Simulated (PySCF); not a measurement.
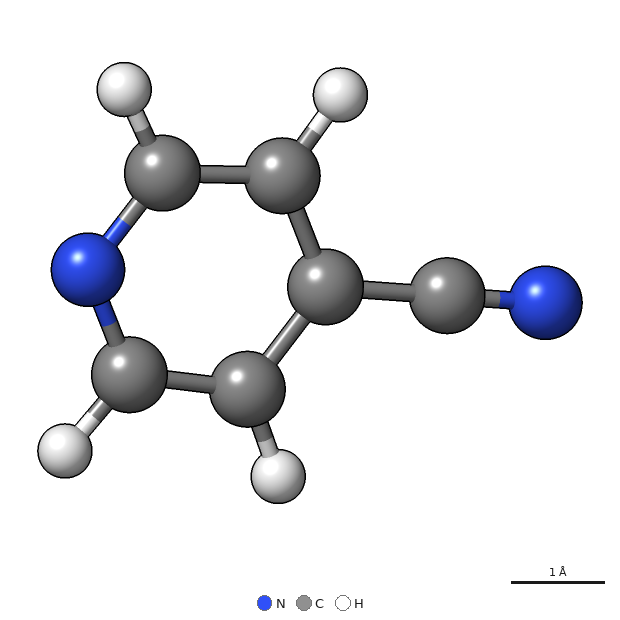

Rendered structure (ball-and-stick style). Every bond is drawn as one stick, whatever its order.

Computed geometry: GFN2-xTB optimisation. No frequency run is at hand to confirm it as a minimum.

What does the picture show?

Formula C₆H₄N₂. As SMILES it reads `N#Cc1ccncc1`. Independent rings (smallest set): 1 of 6 members, 1 of them aromatic. Among its groups: nitrile. This geometry has C2v symmetry. All atoms lie on one plane. Coordination: 1 C linear; 5 C trigonal planar; 1 N bent.

The parts below concern this one geometry. Atoms keep their numbers from picture to picture.

Geometry

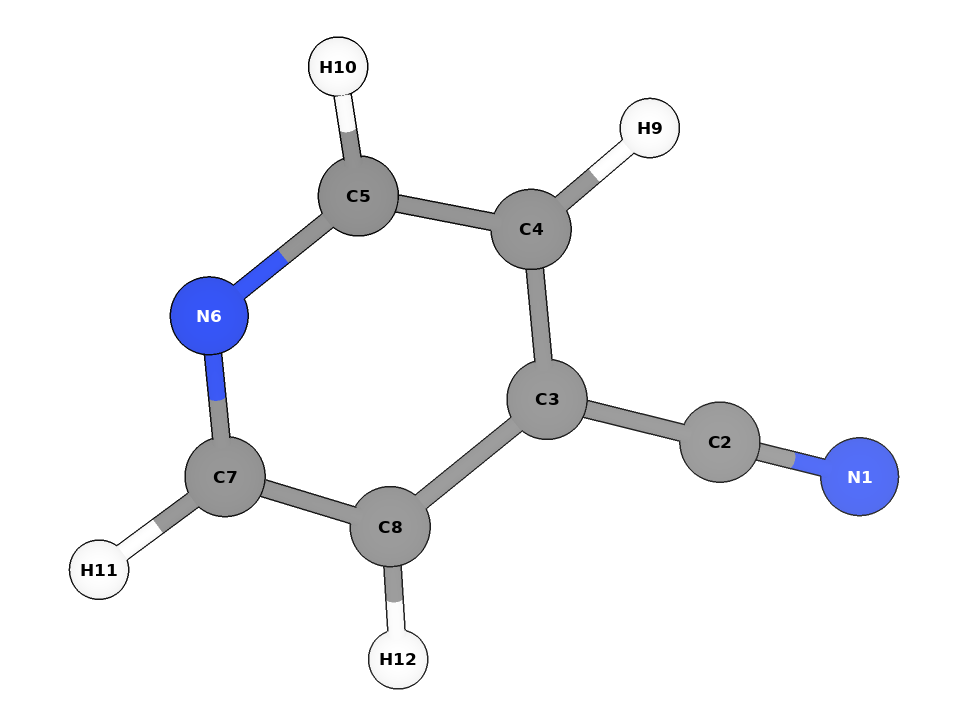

Numbered structure. No frequency run is at hand to confirm it as a minimum.

What are the angles N1–C2–C3, C2–C3–C4, C4–C3–C8, C5–N6–C7, C4–C5–N6, N6–C5–H10, C4–C5–H10, C3–C4–C5, C3–C4–H9, C5–C4–H9?

| angle | degrees |
| --- | --- |
| N1–C2–C3 | 180.0 |
| C2–C3–C4 | 120.5 |
| C4–C3–C8 | 119.0 |
| C5–N6–C7 | 118.5 |
| C4–C5–N6 | 123.5 |
| N6–C5–H10 | 115.6 |
| C4–C5–H10 | 120.9 |
| C3–C4–C5 | 117.8 |
| C3–C4–H9 | 120.8 |
| C5–C4–H9 | 121.5 |

Dipole moment

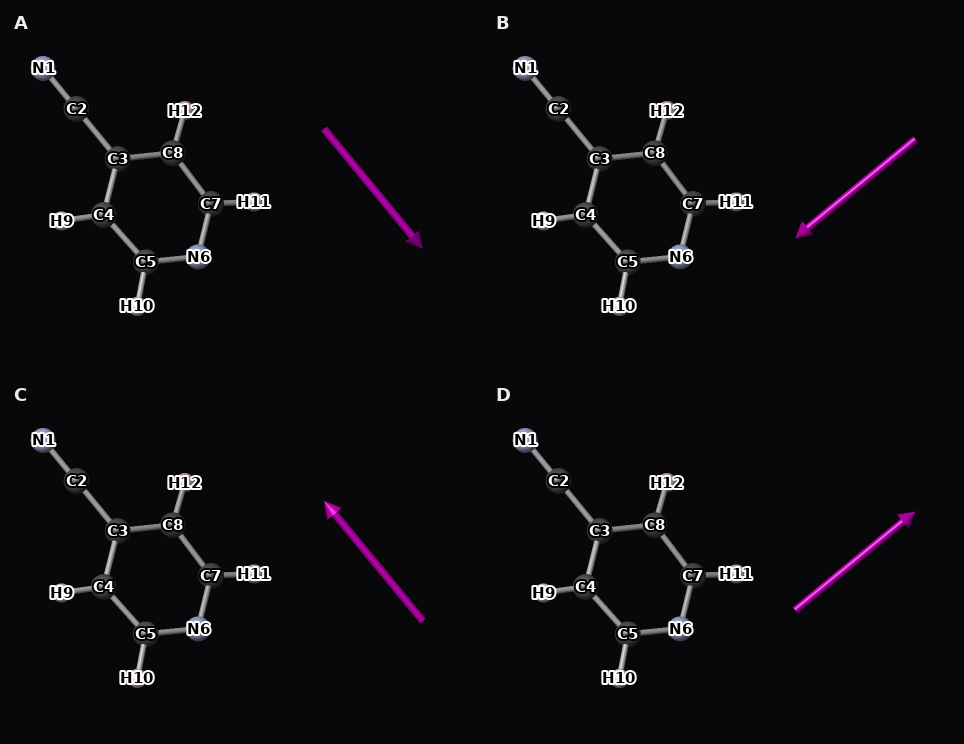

The same molecule four times, each with an arrow. No frequency run is at hand to confirm it as a minimum. Method: CAM-B3LYP/def2-SVPD, gas phase (PySCF 2.14.0).

> Which arrow points along the dipole moment, from the negative to the positive end?

A. The dipole moment is 2.07 D; it points from the side of N1 to the side of N6, H10, H11 (the outermost atoms at the two ends).

Excitation

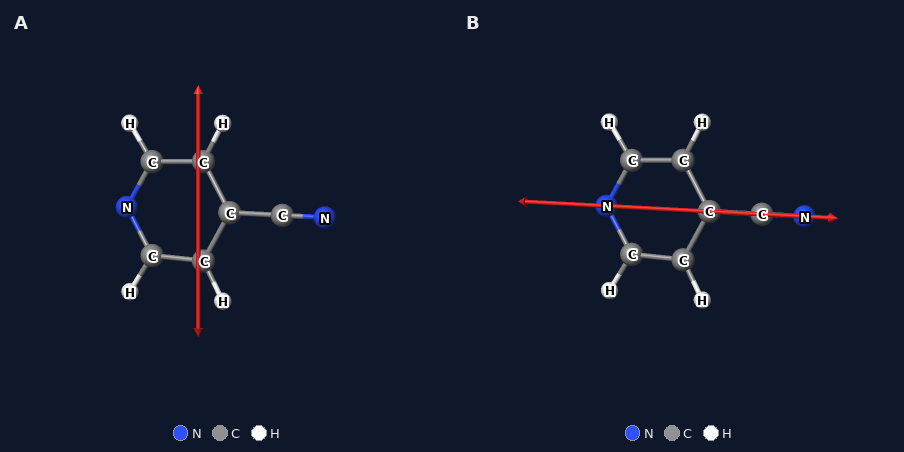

The double arrows show the directions of two transition dipoles from the ground state (lengths mean nothing). No frequency run is at hand to confirm it as a minimum. Level of theory: TDDFT CAM-B3LYP/def2-SVPD, vertical, gas phase, core orbitals frozen in the response (PySCF 2.14.0).

> One belongs to singlet state 2 and one to singlet state 4. Which is which?

A: state 2, 5.30 eV (234 nm), oscillator strength 0.058, mainly HOMO−1 → LUMO (weight 0.81).
B: state 4, 6.01 eV (206 nm), oscillator strength 0.14, mainly HOMO−2 → LUMO (weight 0.80).

Polarisability

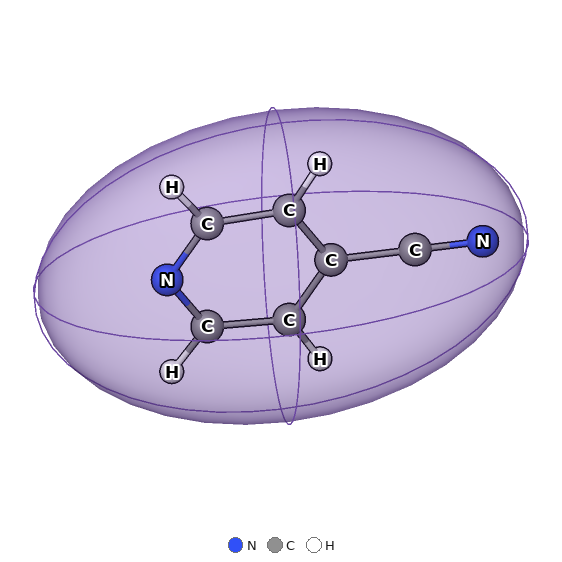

The ellipsoid shows the static dipole polarisability: its half-axes are proportional to the principal values. No frequency run is at hand to confirm it as a minimum. Computed with CAM-B3LYP/def2-SVPD (PySCF 2.14.0).

> How large and how anisotropic is the polarisability?

Principal values 44.6, 80.3, 106.1 bohr³; mean 77.0 bohr³ (11.41 Å³); anisotropy 53.4 bohr³, so the longest axis is 2.38 times the shortest.
